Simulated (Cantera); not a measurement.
Feed: 1 mol Si, a varied amount of Cl₂, 27 mol H₂, held at 848 K and 2.40 Pa.

Equilibrium computed with Cantera from the NASA thermochemical tables; the gas is ideal and each condensed phase is pure. Candidate condensed phases: Si; 19 gas species. The tables' values for SiCl₃ are old estimates; treat these amounts as uncertain. Kinetics and transport are ignored.

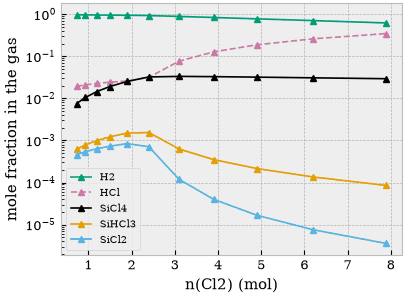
Equilibrium gas composition (values under 1e-9 drawn at 1e-9)

**Question.** Read off the mole fractions at 3.1 mol Cl₂.

**Answer.** H₂ about 0.89, HCl about 0.077, SiCl₄ about 0.033, SiHCl₃ about 0.00063, SiCl₂ about 0.00012.
